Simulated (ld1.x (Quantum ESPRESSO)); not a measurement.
# Boron: generating and testing an ultrasoft potential

Do these settings give a usable potential? It is generated, then checked for transferability, scattering, ghosts and hardness.

The numbers are computed with ld1.x (Quantum ESPRESSO) 7.5 (PBEsol, scalar-relativistic, spin-unpolarised reference atom).

## 1. Starting point

Typed settings, in words:

| Quantity | Value |
| --- | --- |
| element | boron (B, Z = 5) |
| type | ultrasoft |
| frozen core | [He] |
| valence charge | 3 |
| reference configuration | 2s2 2p0 (charge +1) |
| partial waves | 2s (bound): rcut 1.10, rcutus 1.25 bohr; 2s channel at -0.7 Ry: rcut 1.10, rcutus 1.25 bohr; 2p (bound, empty): rcut 1.80, rcutus 2.30 bohr; 2p channel at 1.9 Ry: rcut 1.80, rcutus 2.30 bohr |
| local potential | all-electron potential smoothed inside 2.00 bohr (lloc = -1) |
| core correction | Bessel-smoothed model core inside 0.95 bohr |
| augmentation charge | PSQ, radius 1.15 bohr |

An earlier all-electron run gives the scale for the radii.

All-electron outer shells of the reference configuration (PBEsol, scalar-relativistic, ld1.x):

```tsv
shell	level (eV)	outermost node (bohr)	outermost maximum (bohr)
1s	-192.53	–	0.21
2s	-19.38	0.46	1.46
2p	-13.25	–	1.41
3d	-2.13	–	5.16
```

## 2. Generation

Contents of B.in:

```
 &input
   title='B', zed=5., rel=1, dft='PBESOL', iswitch=3,
   config='[He] 2s2 2p0',
   nld=2, rlderiv=2.50, eminld=-3.0, emaxld=5.0, deld=0.02
 /
 &inputp
   pseudotype=3, tm=.true., lloc=-1, rcloc=2.00,
   nlcc=.true., new_core_ps=.true., rcore=0.95,
   which_augfun='PSQ', rmatch_augfun=1.15,
   file_pseudopw='B.UPF', file_wfcaegen='ae.wfc', file_wfcncgen='nc.wfc', file_beta='beta', file_chi='chi', file_wfcusgen='us.wfc'
 /
4
2S  1  0   2.00   0.00  1.10  1.25  0.0
2S  1  0   0.00  -0.70  1.10  1.25  0.0
2P  2  1   0.00   0.00  1.80  2.30  0.0
2P  2  1   0.00   1.90  1.80  2.30  0.0
 &test
   configts(1)='2s2 2p0'
 /
```

The run is started by

```bash
$ ld1.x < B.in > B.out
```

What the program wrote to B.out (without the banner and most projector matrices):

```text
     Program LD1 v.7.5
     --------------------------- All-electron run ----------------------------

     B
     scalar relativistic calculation

     atomic number is  5.00
     dft =PBESOL   lsd =0 sic =0 latt =0  beta=0.20 tr2=1.0E-14
     Exchange-correlation= PBESOL
                           (   1   4  10   8   0   0   0)
     mesh =1059 r(mesh) = 101.04461 a.u. xmin = -7.00 dx = 0.01250
     1 Ry =  13.60569312 eV, c = 137.03599908

     n l     nl                  e(Ry)          e(Ha)          e(eV)
     1 0     1S 1( 2.00)       -14.1508        -7.0754      -192.5319
     2 0     2S 1( 2.00)        -1.4243        -0.7121       -19.3780
     2 1     2P 1( 0.00)        -0.9736        -0.4868       -13.2468

     final scf error:  9.3E-15 reached in  18 iterations

     Etot =     -48.341382 Ry,     -24.170691 Ha,    -657.718009 eV

     Ekin =      48.178731 Ry,      24.089366 Ha,     655.505033 eV
     Encl =    -108.895528 Ry,     -54.447764 Ha,   -1481.599134 eV
     Eh   =      19.182206 Ry,       9.591103 Ha,     260.987211 eV
     Exc  =      -6.806792 Ry,      -3.403396 Ha,     -92.611119 eV

     normalization and overlap integrals

     s(1S/1S) =  1.000000  <r> =   0.3300  <r2> =    0.1478  r(max) =   0.2103
     s(2S/2S) =  1.000000  <r> =   1.7845  <r2> =    3.7704  r(max) =   1.4595
     s(2P/2P) =  1.000000  <r> =   1.8457  <r2> =    4.2151  r(max) =   1.4057

     ------------------------ End of All-electron run ------------------------

     --------------------- Generating US pseudopotential ---------------------

      Generating local potential from pseudized AE potential:
      Matching radius rcloc =   2.0000

      Local pseudo, rcloc= 1.995 Estimated cut-off energy=     5.79 Ry

      Computing core charge for nlcc:

       r > 0.95 : true rho core
      Core charge pseudized with two Bessel functions
      Integrated core pseudo-charge :   0.44
      Wfc-us  2S rcutus= 1.241  Estimated cut-off energy=    27.73 Ry
      Wfc-us  2S rcutus= 1.241  Estimated cut-off energy=    28.78 Ry
      Wfc-us  2P rcutus= 2.318  Estimated cut-off energy=    14.76 Ry
      Wfc-us  2P rcutus= 2.318  Estimated cut-off energy=    13.13 Ry

     Q pseudized with Bessel functions
     Expected ecutrho=     188.6135 due to l1=  1   l2=  1

     ------------------- End of pseudopotential generation -------------------

     [... the all-electron block is printed once more ...]


     Computing logarithmic derivative in   2.51389
     Computing logarithmic derivative in   2.51389
     Computing the partial wave expansion
     R is outside the sphere for l=    0 j= 0.00
     R is outside the sphere for l=    0 j= 0.00
     R is outside the sphere for l=    1 j= 0.00
     R is outside the sphere for l=    1 j= 0.00

     ---------------------- Testing the pseudopotential ----------------------

     B
     scalar relativistic calculation

     atomic number is  5.00   valence charge is  3.00
     dft =PBESOL   lsd =0 sic =0 latt =0  beta=0.20 tr2=1.0E-14
     mesh =1059 r(mesh) = 101.04461 xmin = -7.00 dx = 0.01250

     n l     nl             e AE (Ry)        e PS (Ry)    De AE-PS (Ry)
     1 0     2S   1( 2.00)       -1.42426       -1.42426        0.00000
     2 1     2P   1( 0.00)       -0.97362       -0.97363        0.00000

     eps = 2.1E-16  iter =  3

     Etot =     -48.341382 Ry,     -24.170691 Ha,    -657.718009 eV
     Etotps =    -5.036182 Ry,      -2.518091 Ha,     -68.520744 eV

     Ekin =       1.328970 Ry,       0.664485 Ha,      18.081558 eV
     Encl =      -7.357516 Ry,      -3.678758 Ha,    -100.104104 eV
     Ehrt =       2.023564 Ry,       1.011782 Ha,      27.531997 eV
     Ecxc =      -1.590060 Ry,      -0.795030 Ha,     -21.633869 eV
     (Ecc =      -0.457014 Ry,      -0.228507 Ha,      -6.217986 eV)
     Epseu=       0.558860 Ry,       0.279430 Ha,       7.603675 eV

     ---------------------- End of pseudopotential test ----------------------
```

Wall time 1.5 s (1 thread, shared host). This counts the later configuration tests of the new file too.

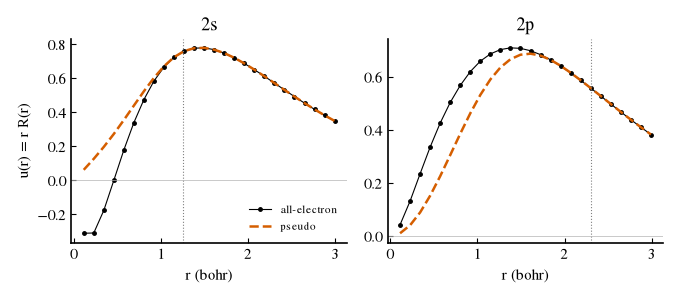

All-electron and pseudo partial waves (2s, 2p), with the matching radii dotted. The curves join 26 sampled radii.

## 3. Testing the new file in other configurations

Contents of B.test.in:

```
 &input
   title='B', zed=5., rel=1, dft='PBESOL', iswitch=2,
   config='[He] 2s2 2p0'
 /
 &test
   file_pseudo='B.UPF', nconf=8,
   configts(1)='2s2 2p0',
   configts(2)='2s2 2p1',
   configts(3)='2s1 2p0',
   configts(4)='2s2 2p0.5',
   configts(5)='2s0 2p3',
   configts(6)='2s2 2p1.3',
   configts(7)='2s1 2p2',
   configts(8)='2s1 2p1'
 /
```

The run is started by

```bash
$ ld1.x < B.test.in > B.test.out
```

B.test.out, the pseudopotential blocks:

```text
     ---------------------- Testing the pseudopotential ----------------------

     B
     scalar relativistic calculation

     atomic number is  5.00   valence charge is  3.00
     dft =PBESOL   lsd =0 sic =0 latt =0  beta=0.20 tr2=1.0E-14
     mesh =1059 r(mesh) = 101.04461 xmin = -7.00 dx = 0.01250

     n l     nl             e AE (Ry)        e PS (Ry)    De AE-PS (Ry)
     1 0     2S   1( 2.00)       -1.42426       -1.42426        0.00000
     2 1     2P   1( 0.00)       -0.97362       -0.97363        0.00000

     eps = 2.2E-16  iter =  3

     Etot =     -48.341382 Ry,     -24.170691 Ha,    -657.718009 eV
     Etotps =    -5.036182 Ry,      -2.518091 Ha,     -68.520744 eV

     Ekin =       1.328970 Ry,       0.664485 Ha,      18.081558 eV
     Encl =      -7.357516 Ry,      -3.678758 Ha,    -100.104104 eV
     Ehrt =       2.023564 Ry,       1.011782 Ha,      27.531997 eV
     Ecxc =      -1.590060 Ry,      -0.795030 Ha,     -21.633869 eV
     (Ecc =      -0.457014 Ry,      -0.228507 Ha,      -6.217986 eV)
     Epseu=       0.558860 Ry,       0.279430 Ha,       7.603675 eV

     ---------------------- End of pseudopotential test ----------------------

     ---------------------- Testing the pseudopotential ----------------------

     B
     [...]
     n l     nl             e AE (Ry)        e PS (Ry)    De AE-PS (Ry)
     1 0     2S   1( 2.00)       -0.68803       -0.68737       -0.00066
     2 1     2P   1( 1.00)       -0.26131       -0.26092       -0.00039

     eps = 2.9E-15  iter = 10

     Etot =     -48.939619 Ry,     -24.469810 Ha,    -665.857443 eV
     Etotps =    -5.634516 Ry,      -2.817258 Ha,     -76.661495 eV
     dEtot_ae =      -0.598237 Ry
     dEtot_ps =      -0.598334 Ry,   Delta E=       0.000097 Ry

     [...]
     ---------------------- End of pseudopotential test ----------------------

     ---------------------- Testing the pseudopotential ----------------------

     B
     [...]
     n l     nl             e AE (Ry)        e PS (Ry)    De AE-PS (Ry)
     1 0     2S   1( 1.00)       -2.29896       -2.29614       -0.00282
     2 1     2P   1( 0.00)       -1.85728       -1.85444       -0.00284

     eps = 1.9E-15  iter =  6

     Etot =     -46.484682 Ry,     -23.242341 Ha,    -632.456312 eV
     Etotps =    -3.180526 Ry,      -1.590263 Ha,     -43.273255 eV
     dEtot_ae =       1.856701 Ry
     dEtot_ps =       1.855656 Ry,   Delta E=       0.001044 Ry

     [...]
     ---------------------- End of pseudopotential test ----------------------

     ---------------------- Testing the pseudopotential ----------------------

     B
     [...]
     n l     nl             e AE (Ry)        e PS (Ry)    De AE-PS (Ry)
     1 0     2S   1( 2.00)       -1.03096       -1.03087       -0.00008
     2 1     2P   1( 0.50)       -0.58868       -0.58891        0.00023

     eps = 1.5E-15  iter =  7

     Etot =     -48.729751 Ry,     -24.364876 Ha,    -663.002041 eV
     Etotps =    -5.424669 Ry,      -2.712335 Ha,     -73.806385 eV
     dEtot_ae =      -0.388369 Ry
     dEtot_ps =      -0.388487 Ry,   Delta E=       0.000118 Ry

     [...]
     ---------------------- End of pseudopotential test ----------------------

     ---------------------- Testing the pseudopotential ----------------------

     B
     [...]
     n l     nl             e AE (Ry)        e PS (Ry)    De AE-PS (Ry)
     1 0     2S   1( 0.00)       -0.75347       -0.75016       -0.00332
     2 1     2P   1( 3.00)       -0.32404       -0.32283       -0.00121

     eps = 1.5E-15  iter =  9

     Etot =     -48.082880 Ry,     -24.041440 Ha,    -654.200912 eV
     Etotps =    -4.780173 Ry,      -2.390087 Ha,     -65.037568 eV
     dEtot_ae =       0.258502 Ry
     dEtot_ps =       0.256009 Ry,   Delta E=       0.002493 Ry

     [...]
     ---------------------- End of pseudopotential test ----------------------

     ---------------------- Testing the pseudopotential ----------------------

     B
     [...]
     n l     nl             e AE (Ry)        e PS (Ry)    De AE-PS (Ry)
     1 0     2S   1( 2.00)       -0.51340       -0.51247       -0.00093
     2 1     2P   1( 1.30)       -0.09855       -0.09783       -0.00072

     eps = 8.8E-15  iter = 10

     Etot =     -48.992867 Ry,     -24.496434 Ha,    -666.581914 eV
     Etotps =    -5.687593 Ry,      -2.843797 Ha,     -77.383650 eV
     dEtot_ae =      -0.651485 Ry
     dEtot_ps =      -0.651412 Ry,   Delta E=      -0.000073 Ry

     [...]
     ---------------------- End of pseudopotential test ----------------------

     ---------------------- Testing the pseudopotential ----------------------

     B
     [...]
     n l     nl             e AE (Ry)        e PS (Ry)    De AE-PS (Ry)
     1 0     2S   1( 1.00)       -0.72373       -0.72181       -0.00191
     2 1     2P   1( 2.00)       -0.29522       -0.29451       -0.00071

     eps = 8.4E-15  iter = 11

     Etot =     -48.511915 Ry,     -24.255957 Ha,    -660.038223 eV
     Etotps =    -5.207546 Ry,      -2.603773 Ha,     -70.852276 eV
     dEtot_ae =      -0.170533 Ry
     dEtot_ps =      -0.171364 Ry,   Delta E=       0.000832 Ry

     [...]
     ---------------------- End of pseudopotential test ----------------------

     ---------------------- Testing the pseudopotential ----------------------

     B
     [...]
     n l     nl             e AE (Ry)        e PS (Ry)    De AE-PS (Ry)
     1 0     2S   1( 1.00)       -1.43189       -1.43101       -0.00088
     2 1     2P   1( 1.00)       -0.98226       -0.98288        0.00062

     eps = 7.2E-16  iter =  7

     Etot =     -47.891210 Ry,     -23.945605 Ha,    -651.593113 eV
     Etotps =    -4.586778 Ry,      -2.293389 Ha,     -62.406295 eV
     dEtot_ae =       0.450172 Ry
     dEtot_ps =       0.449404 Ry,   Delta E=       0.000768 Ry

     [...]
     ---------------------- End of pseudopotential test ----------------------
```

Energies count from the reference configuration 2s2 2p0; the error is all-electron less pseudo. The frozen-core shift comes from a second all-electron run, not shown, with the core orbitals held at their reference shape; it is that run's ΔE less the relaxed one.

```csv
valence configuration,charge,ΔE all-electron (eV),error AE − PS (meV),frozen-core shift (meV)
2s2 2p1,0,-8.139,+1.3,+0.5
2s1 2p0,+2,25.262,+14,+4.3
2s2 2p0.5,+0.5,-5.284,+1.6,+0.2
2s0 2p3,0,3.517,+34,+1.4
2s2 2p1.3,-0.3,-8.864,-1.0,+0.5
2s1 2p2,0,-2.320,+11,+0.5
2s1 2p1,+1,6.125,+10,+0.4
```

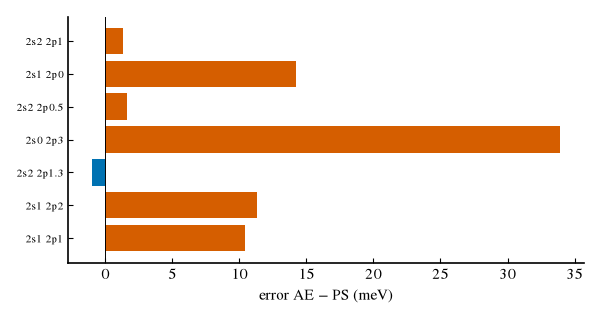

Error of the potential in each test configuration.

## 4. Logarithmic derivatives

Taken from the files of the generation run. The phase is arctan(r·u′/u) with u = r·R, unwrapped, with energies in Ry. A pole is an energy at which the radial function vanishes at the test radius. The pseudo phase is shifted by a multiple of π to meet the all-electron one at the reference energy. Levels narrower than the energy grid can be missing from the poles. The last column is the largest difference on the grid between −1 and +1 Ry.

| channel | radius (bohr) | reference (Ry) | poles AE | poles PS | window around the reference with phases within 0.05 rad (Ry) | largest difference near zero (rad) |
| --- | --- | --- | --- | --- | --- | --- |
| s | 2.51 | -1.42 | -0.80 | -0.80 | the whole range | 0.000 |
| p | 2.51 | -0.97 | -0.40, 4.74 | -0.38 | the whole range | 0.011 |

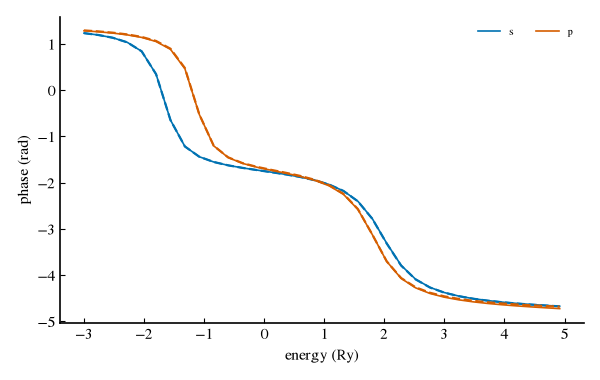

All-electron (solid) and pseudo (dashed) phases against energy.

## 5. Plane-wave convergence, by spherical Bessel functions

This step uses the generator's waves and projectors in a separate script. Basis: spherical Bessel functions vanishing at 20 bohr, q² up to the cutoff; potential fixed at the reference.

All-electron valence levels (Ry): 2s -1.4243, 2p -0.9736. The lowest levels of each channel (Ry) by cutoff; the last column sums, over occupied levels, occupation times the distance from the level at 400 Ry. A positive value at high cutoff is not a bound level.

```tsv
cutoff (Ry)	s #1	p #1	d #1	f #1	Σ f·Δε (mRy)
8	-1.3934	-0.9455	-0.1551	-0.0442	61.8
12	-1.4101	-0.9720	-0.1552	-0.0442	28.4
15	-1.4161	-0.9735	-0.1553	-0.0442	16.3
18	-1.4215	-0.9735	-0.1553	-0.0442	5.6
21	-1.4231	-0.9735	-0.1553	-0.0442	2.3
25	-1.4238	-0.9736	-0.1553	-0.0442	0.9
35	-1.4242	-0.9736	-0.1553	-0.0442	0.2
400	-1.4243	-0.9736	-0.1553	-0.0442	0.0
```

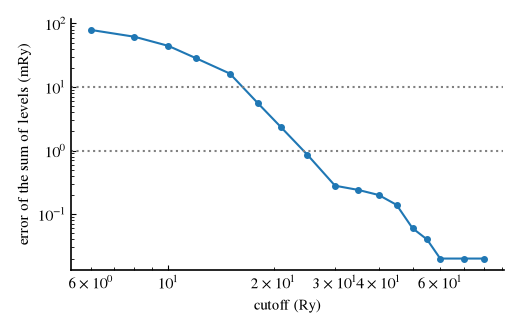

Occupation-weighted error of the valence levels against the cutoff; the dotted lines mark 10 and 1 mRy.

The sum stays within 10 mRy from 18 Ry and within 1 mRy from 25 Ry. The sum leaves out empty levels, which can need more. Ghost test: no level below the all-electron spectrum of its channel (s, p, d, f tested).

## 6. Outcome

```
                                                quantity                 value
               cutoffs for 10 and 1 mRy, occupied levels       18 Ry and 25 Ry
                                            bound ghosts            none found
                            largest test error (AE − PS)  +34 meV, for 2s0 2p3
largest phase difference near zero energy, channels read             0.011 rad
         lowest eigenvalue of the overlap (Bessel basis)             0.758 (s)
               density cutoff estimated by the generator                189 Ry
```

**Reading.** By total energies transferability is fair: the largest error is 34 meV on 3.5 eV, for 2s0 2p3. Freezing the core alone would shift it much less, so the error comes from the pseudisation. By its cutoff, 18 Ry for the looser tolerance, it is soft on the atom at that tolerance. It is free of bound ghosts as far as tested. Near zero energy the phases of the channels with partial waves agree within 0.011 rad. These are tests on the free atom; a crystal test is still owed.
